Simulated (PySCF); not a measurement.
## Excited-state calculation of Si$_{2}$H$_{5}$O$_{2}$

- system: Si$_{2}$H$_{5}$O$_{2}$, multiplicity 2, SMILES O[Si](O)[SiH3]
- method: CIS/cc-pVDZ, UHF (PySCF 2.14.0)

The geometry comes from this level: PBE0-D4/def2-TZVP.

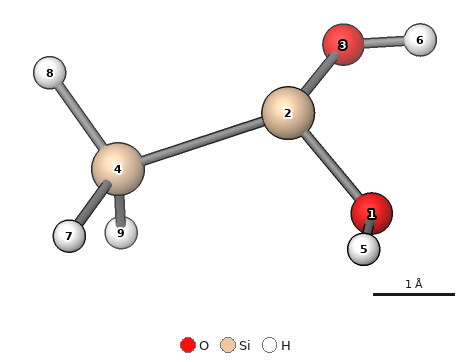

Fig. 1: The input geometry (ball-and-stick view, seen at a tilt; atoms are numbered from 1 in the order of the input). Bond lengths as drawn: H–O 0.96 Å, H–Si 1.49 Å, O–Si 1.65 to 1.66 Å and Si–Si 2.36 Å.

### Key numbers

| quantity | value |
| --- | --- |
| outcome | converged |
| total energy | −730.542959 hartree |
| basis functions | 89 |
| ⟨S²⟩ | 0.760 |
| lowest excitation | 4.80 eV |
| hardware | 1 thread of Arm Neoverse V2, 24 GiB of memory available, shared host |
| wall time | 18 s |
| peak memory | 0.24 GiB |

The record of the run, not the program, notes: logged alpha LUMO and gap are faulty.

### Input (input.py)
```python
from pyscf import gto, scf, tdscf

mol = gto.M(
    atom=[
    ('O', (-1.122100, 1.622400, -0.267400)),
    ('Si', (0.024100, 0.532200, -0.765800)),
    ('O', (1.473200, 1.273800, -0.525800)),
    ('Si', (0.064300, -1.456500, 0.512100)),
    ('H', (-2.020300, 1.474300, -0.569100)),
    ('H', (1.506200, 2.222300, -0.671000)),
    ('H', (-1.268600, -2.103300, 0.362600)),
    ('H', (1.095600, -2.365000, -0.054900)),
    ('H', (0.336100, -1.246500, 1.962200)),
],
    spin=1,
    max_memory=1860,
    basis='cc-pvdz',
    verbose=4,
)

hf = scf.UHF(mol)
hf.conv_tol = 1e-12
hf.kernel()

e_final = hf.e_tot
print('E = %.10f Eh' % e_final)

td = hf.TDA()
td.nstates = 3
td.kernel()
td.analyze()
roots = td.e * 27.211386
osc = td.oscillator_strength()
print('state   eV      nm      f')
for i, (w, f) in enumerate(zip(roots, osc), 1):
    print('%3d %9.4f %8.1f %9.5f' % (i, w, 1239.842 / w, f))
```

Launched with:
```bash
OMP_NUM_THREADS=1 python input.py
```

### Output
```
PySCF version 2.14.0

[INPUT] num. atoms = 9
[INPUT] num. electrons = 49
[INPUT] charge = 0
[INPUT] spin (= nelec alpha-beta = 2S) = 1
[INPUT] symmetry False subgroup None
[INPUT] Mole.unit = angstrom
[INPUT] Symbol           X                Y                Z      unit          X                Y                Z       unit  Magmom
[INPUT]  1 O     -1.122100000000   1.622400000000  -0.267400000000 AA   -2.120461684374   3.065891664494  -0.505312765709 Bohr   0.0
[INPUT]  2 Si     0.024100000000   0.532200000000  -0.765800000000 AA    0.045542399602   1.005712243494  -1.447152266192 Bohr   0.0
[INPUT]  3 O      1.473200000000   1.273800000000  -0.525800000000 AA    2.783944526709   2.407133137471  -0.993617996296 Bohr   0.0
[INPUT]  4 Si     0.064300000000  -1.456500000000   0.512100000000 AA    0.121509389810  -2.752386100429   0.967728748390 Bohr   0.0
[INPUT]  5 H     -2.020300000000   1.474300000000  -0.569100000000 AA   -3.817813689459   2.786023225446  -1.075443137490 Bohr   0.0
[INPUT]  6 H      1.506200000000   2.222300000000  -0.671000000000 AA    2.846305488820   4.199538366621  -1.268006229583 Bohr   0.0
[INPUT]  7 H     -1.268600000000  -2.103300000000   0.362600000000 AA   -2.397306561623  -3.974660957798   0.685214692767 Bohr   0.0
[INPUT]  8 H      1.095600000000  -2.365000000000  -0.054900000000 AA    2.070383942073  -4.469202284596  -0.103745964239 Bohr   0.0
[INPUT]  9 H      0.336100000000  -1.246500000000   1.962200000000 AA    0.635136950466  -2.355543614270   3.708020601622 Bohr   0.0

nuclear repulsion = 215.934779778359
number of shells = 35
number of NR pGTOs = 169
number of NR cGTOs = 89
basis = cc-pvdz
ecp = {}

******** <class 'pyscf.scf.uhf.UHF'> ********
method = UHF
initial guess = minao
damping factor = 0
level_shift factor = 0
DIIS = <class 'pyscf.scf.diis.CDIIS'>
diis_start_cycle = 1
diis_space = 8
diis_damp = 0
SCF conv_tol = 1e-12
SCF conv_tol_grad = None
SCF max_cycles = 50
direct_scf = True
direct_scf_tol = 1e-13
number electrons alpha = 25  beta = 24
Set gradient conv threshold to 1e-06
init E= -730.56964106921
  alpha nocc = 25  HOMO = -0.0984936700388843  LUMO = 0.0632419698315907
  beta  nocc = 24  HOMO = -0.353709566589159  LUMO = -0.0984936700388843

WARN: HOMO -0.0984936700388843 >= LUMO -0.0984936700388843

cycle= 1 E= -730.421634679443  delta_E= 0.148  |g|= 0.481  |ddm|= 1.84
  alpha nocc = 25  HOMO = -0.276637503467578  LUMO = 0.125771731971892
  beta  nocc = 24  HOMO = -0.400455517120456  LUMO = 0.0276799420096792
  HOMO = -0.276637503468  LUMO = 0.0276799420097  gap/eV = 8.28090
cycle= 2 E= -730.506629533329  delta_E= -0.085  |g|= 0.285  |ddm|= 0.528
  alpha nocc = 25  HOMO = -0.284996076361121  LUMO = 0.135636280707337
  beta  nocc = 24  HOMO = -0.413310740703738  LUMO = 0.0468444675516668
  HOMO = -0.284996076361  LUMO = 0.0468444675517  gap/eV = 9.02984
cycle= 3 E= -730.539559013443  delta_E= -0.0329  |g|= 0.046  |ddm|= 0.204
  alpha nocc = 25  HOMO = -0.291164175045509  LUMO = 0.143609639457735
  beta  nocc = 24  HOMO = -0.410175841477293  LUMO = 0.0638439797365287
  HOMO = -0.291164175046  LUMO = 0.0638439797365  gap/eV = 9.66026
cycle= 4 E= -730.542423569819  delta_E= -0.00286  |g|= 0.0132  |ddm|= 0.101
  alpha nocc = 25  HOMO = -0.296982124791264  LUMO = 0.14246442630883
  beta  nocc = 24  HOMO = -0.413916544108175  LUMO = 0.0659993986893932
  HOMO = -0.296982124791  LUMO = 0.0659993986894  gap/eV = 9.87723
cycle= 5 E= -730.542847345117  delta_E= -0.000424  |g|= 0.00524  |ddm|= 0.0456
  alpha nocc = 25  HOMO = -0.298056160638921  LUMO = 0.142774356103202
  beta  nocc = 24  HOMO = -0.413883170066316  LUMO = 0.0672456701586621
  HOMO = -0.298056160639  LUMO = 0.0672456701587  gap/eV = 9.94037
cycle= 6 E= -730.542935026526  delta_E= -8.77e-05  |g|= 0.00253  |ddm|= 0.0207
  alpha nocc = 25  HOMO = -0.298342926543506  LUMO = 0.142761198304796
  beta  nocc = 24  HOMO = -0.414040585515358  LUMO = 0.067442969239853
  HOMO = -0.298342926544  LUMO = 0.0674429692399  gap/eV = 9.95354
cycle= 7 E= -730.542951545916  delta_E= -1.65e-05  |g|= 0.00147  |ddm|= 0.00728
  alpha nocc = 25  HOMO = -0.298424786060543  LUMO = 0.14279090614068
  beta  nocc = 24  HOMO = -0.41404322357274  LUMO = 0.0674949219167442
  HOMO = -0.298424786061  LUMO = 0.0674949219167  gap/eV = 9.95718
cycle= 8 E= -730.542958285261  delta_E= -6.74e-06  |g|= 0.000498  |ddm|= 0.00589
  alpha nocc = 25  HOMO = -0.29829879628676  LUMO = 0.142830778291455
  beta  nocc = 24  HOMO = -0.413907149276507  LUMO = 0.067479191763522
  HOMO = -0.298298796287  LUMO = 0.0674791917635  gap/eV = 9.95333
cycle= 9 E= -730.542959132241  delta_E= -8.47e-07  |g|= 0.000144  |ddm|= 0.0022
  alpha nocc = 25  HOMO = -0.298314217825605  LUMO = 0.142810579733526
  beta  nocc = 24  HOMO = -0.413914651636984  LUMO = 0.0674548135935971
  HOMO = -0.298314217826  LUMO = 0.0674548135936  gap/eV = 9.95308
cycle= 10 E= -730.5429591908  delta_E= -5.86e-08  |g|= 5.36e-05  |ddm|= 0.000521
  alpha nocc = 25  HOMO = -0.298305906357608  LUMO = 0.142814381794522
  beta  nocc = 24  HOMO = -0.413896703777076  LUMO = 0.0674619623560542
  HOMO = -0.298305906358  LUMO = 0.0674619623561  gap/eV = 9.95305
cycle= 11 E= -730.54295919825  delta_E= -7.45e-09  |g|= 2.06e-05  |ddm|= 0.000177
  alpha nocc = 25  HOMO = -0.29830814600834  LUMO = 0.14281328047922
  beta  nocc = 24  HOMO = -0.413896487906397  LUMO = 0.0674608932611385
  HOMO = -0.298308146008  LUMO = 0.0674608932611  gap/eV = 9.95308
cycle= 12 E= -730.542959199355  delta_E= -1.1e-09  |g|= 8.23e-06  |ddm|= 6.8e-05
  alpha nocc = 25  HOMO = -0.298308096923975  LUMO = 0.142813161735622
  beta  nocc = 24  HOMO = -0.41389697592441  LUMO = 0.0674613293180055
  HOMO = -0.298308096924  LUMO = 0.067461329318  gap/eV = 9.95309
cycle= 13 E= -730.542959199531  delta_E= -1.76e-10  |g|= 3.15e-06  |ddm|= 2.82e-05
  alpha nocc = 25  HOMO = -0.298307984731355  LUMO = 0.14281342521262
  beta  nocc = 24  HOMO = -0.41389706327393  LUMO = 0.0674614005698051
  HOMO = -0.298307984731  LUMO = 0.0674614005698  gap/eV = 9.95309
cycle= 14 E= -730.542959199549  delta_E= -1.86e-11  |g|= 1.33e-06  |ddm|= 1.01e-05
  alpha nocc = 25  HOMO = -0.298308086965582  LUMO = 0.142813387916377
  beta  nocc = 24  HOMO = -0.413897227242859  LUMO = 0.0674614155004161
  HOMO = -0.298308086966  LUMO = 0.0674614155004  gap/eV = 9.95310
cycle= 15 E= -730.542959199556  delta_E= -6.37e-12  |g|= 5.54e-07  |ddm|= 3.44e-06
  alpha nocc = 25  HOMO = -0.298308126587311  LUMO = 0.142813370426772
  beta  nocc = 24  HOMO = -0.413897240492635  LUMO = 0.0674614261693454
  HOMO = -0.298308126587  LUMO = 0.0674614261693  gap/eV = 9.95310
cycle= 16 E= -730.542959199555  delta_E= 4.55e-13  |g|= 2.18e-07  |ddm|= 1.34e-06
  alpha nocc = 25  HOMO = -0.298308139619563  LUMO = 0.142813382955326
  beta  nocc = 24  HOMO = -0.413897212696676  LUMO = 0.0674614410545851
  HOMO = -0.29830813962  LUMO = 0.0674614410546  gap/eV = 9.95310
```

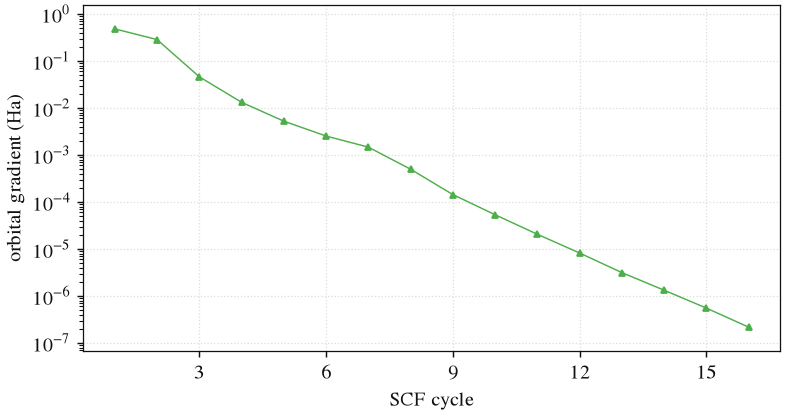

Fig. 2: Convergence of the self-consistent field: orbital gradient against the SCF cycle. The residual falls at every step.

```
Extra cycle  E= -730.542959199556  delta_E= -1.14e-12  |g|= 1.37e-07  |ddm|= 3.7e-07
converged SCF energy = -730.542959199556  <S^2> = 0.76022243  2S+1 = 2.0101964
E = -730.5429591996 Eh

******** <class 'pyscf.tdscf.uhf.TDA'> for <class 'pyscf.scf.uhf.UHF'> ********
nstates = 3
deg_eia_thresh = 1.000e-03
wfnsym = None
conv_tol = 1e-05
eigh lindep = 1e-12
eigh level_shift = 0
eigh max_cycle = 100

Excitation energies (eV)
[4.80236339 5.18417187 5.90631856]

** Excitation energies and oscillator strengths **
      25a ->   26a      0.78304
      25a ->   27a      0.52496
      25a ->   30a     -0.14593
      25a ->   32a     -0.21211
      25a ->   26a     -0.49791
      25a ->   27a      0.73637
      25a ->   29a     -0.13474
      25a ->   33a     -0.16436
      24b ->   25b     -0.33941
      25a ->   26a     -0.17890
      25a ->   27a      0.28917
      24b ->   25b      0.87585

** Transition electric dipole moments (AU) **
state          X           Y           Z        Dip. S.      Osc.
  1        -0.2379     -0.0521      0.0455      0.0614      0.0072
  2         0.0032     -0.4831      0.3954      0.3897      0.0495
  3         0.0811     -0.6561      0.8669      1.1887      0.1720

** Transition velocity dipole moments (imaginary part, AU) **
state          X           Y           Z        Dip. S.      Osc.
  1        -0.0377     -0.0066      0.0040      0.0015      0.0056
  2         0.0035     -0.0726      0.0088      0.0054      0.0188
  3         0.0076     -0.1613      0.0871      0.0337      0.1035

** Transition magnetic dipole moments (imaginary part, AU) **
state          X           Y           Z
  1        -0.0354     -0.9487     -0.0537
  2         0.7631     -0.0573     -0.0832
  3         0.8853     -0.0851     -0.1408
state   eV      nm      f
  1    4.8024    258.2   0.00722
  2    5.1842    239.2   0.04949
  3    5.9063    209.9   0.17200
```

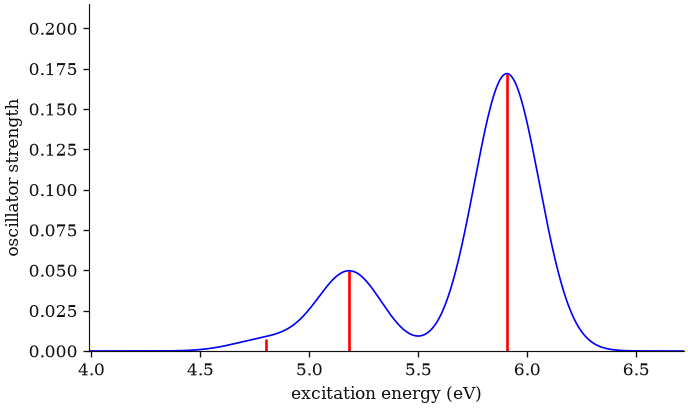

Fig. 3: Computed excitations as sticks (degenerate states added up, dark ones marked on the axis), with a Gaussian envelope of 0.35 eV full width at half maximum, scaled to the tallest. Of the 3 states the lowest lies at 4.80 eV (f = 0.007); the strongest line is at 5.91 eV, or 210 nm (f = 0.172).
